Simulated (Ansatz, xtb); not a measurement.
Stretching the N2–H4 bond in iminoborane (SMILES B=N) (multiplicity 1 held, fragments rigid). Energies count from the point at 0.992 Å.
Geometry at that point (charge 0, multiplicity 1):
```csv
atom,x (Å),y (Å),z (Å)
B,0.0000,0.0000,-0.6921
N,0.0000,0.0000,0.5409
H,0.0000,0.0000,-1.8589
H,0.0000,0.0000,1.5328
```

Restricted levels (R-, RO-) in cc, def2 and unpolarised 6-31G sets keep to the state of the molecule at rest. Unrestricted levels (U-) break spin symmetry where that is lower. Left out are points that failed, MP2 points that dive below the minimum, coupled-cluster points behind a jump of the amplitudes or a sharp parting from full CI or MRCI, small-basis points behind a change of solution, and semi-empirical points at long bonds. Levels need not reach the same state.

Frozen-core correlation.

Programs: Ansatz (an electronic-structure program); xtb for the GFN methods. Values without a source in brackets are computed. The GFN methods have no spin term and hold the electronic entropy of 300 K.

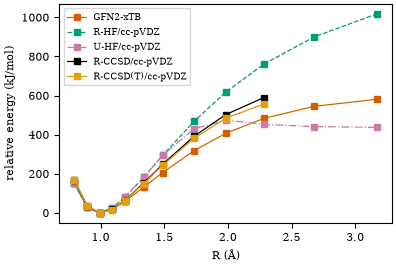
Fig. 1. Relative energy along the coordinate

Read off the GFN2-xTB curve at R = 1.984.

about 410 kJ/mol

Doubts at one or more of the structures used: a restricted determinant that unrestricted orbitals would lower (R-HF/cc-pVDZ, R-CCSD/cc-pVDZ, R-CCSD(T)/cc-pVDZ); a spin-contaminated determinant (U-HF/cc-pVDZ); other coupled-cluster roots lie near (R-CCSD/cc-pVDZ, R-CCSD(T)/cc-pVDZ); T1 above 0.05 (R-CCSD/cc-pVDZ, R-CCSD(T)/cc-pVDZ).
